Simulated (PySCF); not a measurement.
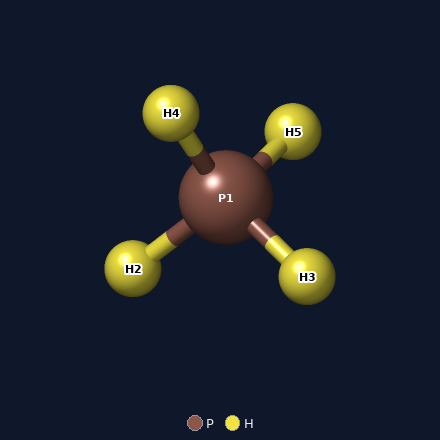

PH₄⁺, SMILES [PH4+]. Vertical core-electron binding energies by ΔSCF (SCAN, pcX-2 on the ionised atom, pcseg-1 elsewhere, spin-free X2C; PySCF 2.14.0, at a GFN2-xTB geometry (no frequency check)), gas phase, against the vacuum level. One atom of each kind was ionised; within a panel, areas follow the number of like atoms and 2j + 1 (2p levels are split by first-order spin-orbit coupling, an approximation), Gaussians of 1.0 eV full width. Only the regions named are shown. Lines closer than the width merge in the curve.

### Predict the P 2p photoelectron lines.

```csv
level,atoms,binding energy (eV)
P 2p1/2,P1,147.3
P 2p3/2,P1,146.4
```

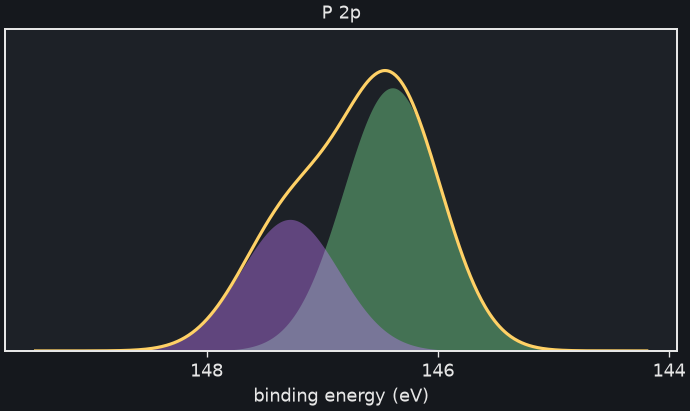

Note: the tight-binding geometry is rougher than a DFT one and adds to the error.
